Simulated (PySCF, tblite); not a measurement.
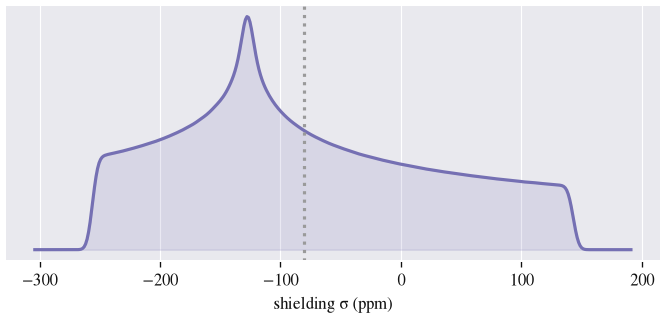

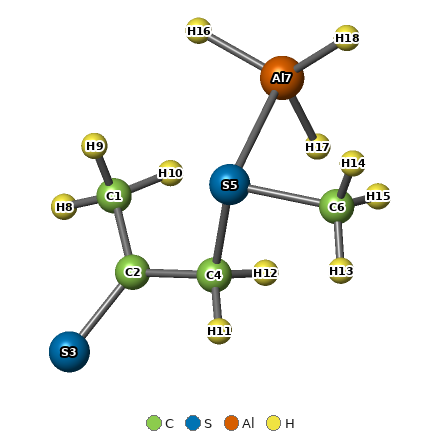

Static powder pattern (¹³C) from GIAO shielding tensors of C₄H₁₁AlS₂, SMILES CC(=S)C[S@@+](C)[AlH3-], singlet, PBE0/pcSseg-1 with PySCF, at a GFN2-xTB geometry (a minimum by its frequencies); absolute shielding, one fixed geometry of the isolated molecule without any motion, no dipolar terms. The dotted line is the isotropic value; skew is 3(σiso − σ22)/span.

Q: The pattern belongs to C2. Give the principal values, span and skew.

A: C2: σ11, σ22, σ33 = −256, −127, 143 ppm, isotropic −80, span 399 ppm, skew 0.36.

Note: the tight-binding geometry is rougher than a DFT one and adds to the error; one conformer of a flexible molecule.
